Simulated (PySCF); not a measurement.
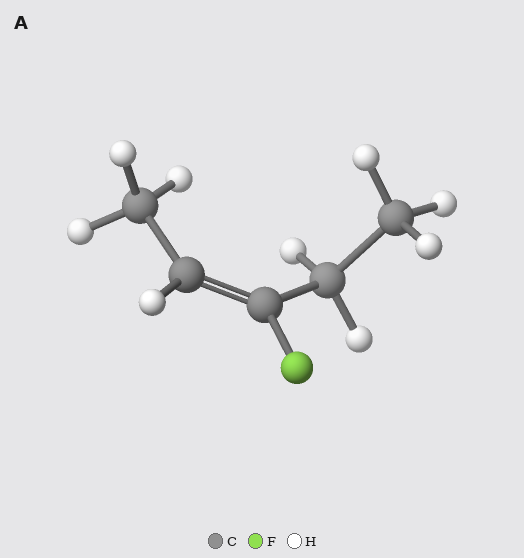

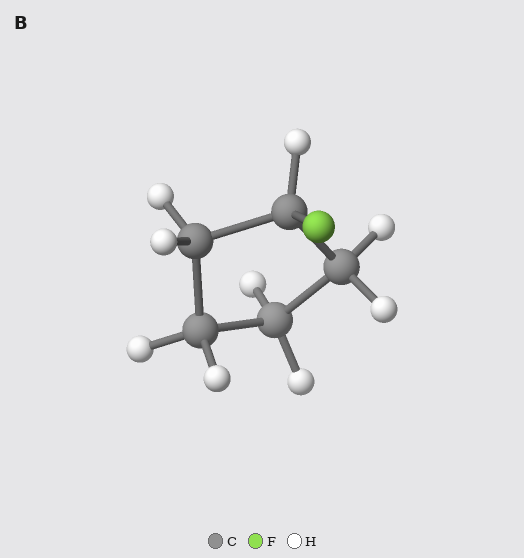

2 stationary structures of one formula. Geometries: GFN2-xTB. Electronic energies: CAM-B3LYP/def2-SVPD (PySCF 2.14.0), without zero-point energy. No frequency run is at hand to confirm each as a minimum. Each is one conformer, not always the lowest.

### How are they related?

They are constitutional isomers of C5H9F: A `C/C=C(/F)CC`, B `FC1CCCC1`.

### Which structure is the most stable?

B is lowest; A lies 15.2 kcal/mol above it.
